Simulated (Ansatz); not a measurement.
## BSiH4 (SMILES [BH][SiH3]): methods side by side

The species is BSiH4 (6 atoms), meant as a doublet with charge 0. As SMILES, `[BH][SiH3]`. Geometry: relaxed at GFN2-xTB.

```xyz
6

B     0.9385   -0.8301    0.6514
Si   -0.2687    0.3784   -0.1983
H     1.2069   -1.9213    0.9296
H    -1.5115   -0.1384   -0.8202
H     0.3927    1.1027   -1.3009
H    -0.7579    1.4086    0.7384
```

Each level gives the energy change with the B1–H3 bond stretched from 1.158 to 2.894 Å (eV). The values are calculated.

```
            level                    kind  program  value (eV)  less CCSDT/STO-3G  CPU time (all runs)
       UHF/STO-3G            Hartree–Fock   Ansatz        4.82              -0.39                0.8 s
    USVWN5/STO-3G                     LDA   Ansatz        6.03              +0.82                4.1 s
  U-revPBE/STO-3G                     GGA   Ansatz        5.41              +0.20                 10 s
    UBHLYP/STO-3G           global hybrid   Ansatz        5.56              +0.35                 12 s
 U-wB97M-V/STO-3G  range-separated hybrid   Ansatz        5.65              +0.44              1.7 min
UCAM-B3LYP/STO-3G  range-separated hybrid   Ansatz        5.65              +0.44                 12 s
   UB2PLYP/STO-3G           double hybrid   Ansatz        5.44              +0.23                 16 s
   RPA@PBE/STO-3G                     RPA   Ansatz        5.04              -0.17                 14 s
  UBCCD(T)/STO-3G   coupled cluster or CI   Ansatz        5.19              -0.02                2.1 s
    UCCSDT/STO-3G   coupled cluster or CI   Ansatz        5.21               0.00                  9 s
```

UCCSDT/STO-3G is the highest level here, not the true value. At this stretch a single reference begins to fail. The first shape isn't each level's own minimum. The values span 4.82 to 6.03 eV. Spin contamination of the reference (⟨S²⟩ at least 0.1 too high) touches UHF/STO-3G, USVWN5/STO-3G, U-revPBE/STO-3G, UBHLYP/STO-3G, U-wB97M-V/STO-3G, UCAM-B3LYP/STO-3G, UB2PLYP/STO-3G, RPA@PBE/STO-3G, UBCCD(T)/STO-3G, UCCSDT/STO-3G. All rows use very small basis sets, so even the best lies far from the true value. CPU times are rough (shared hosts, several kinds of processor): they show what a rung costs within a factor of a few.

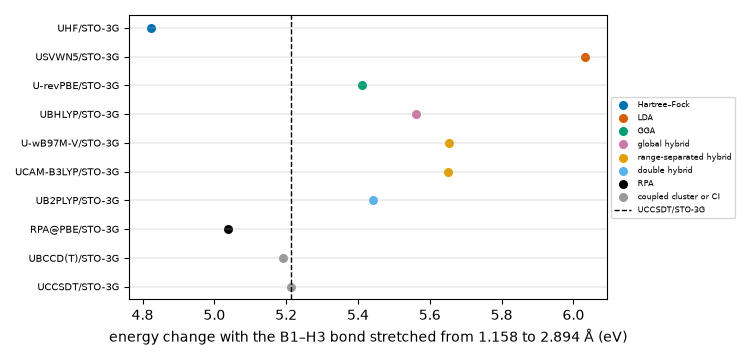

The values of the table, level by level.
